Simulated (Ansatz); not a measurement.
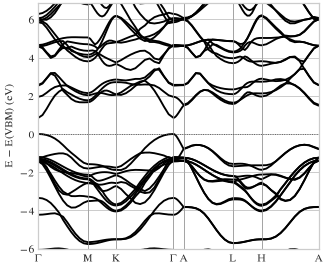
Figure: Band structure from DFT-r²SCAN+D4 in the program Ansatz with PAW potentials

Problem. Read off the gap and where the band edges lie.

Solution. About 0.8 eV (0.85 eV by a search for the band edges); maximum at Γ, minimum at Γ.

The material is InSe in space group P-6m2 (No. 187; In on 2g, In on 2h, Se on 2i, Se on 2h).

The first step of the workflow began from a Materials Project structure, measured or hypothetical; the Crystallography Open Database copy checked does not list it. It is not the phase usual at ambient conditions (space group No. 194). The r²SCAN+D4 relaxation kept the symmetry of its start; whether a distortion lowers the energy is not shown. Spin–orbit coupling is left out wherever it is not named.

Potentials: the later of the program's two PAW sets.
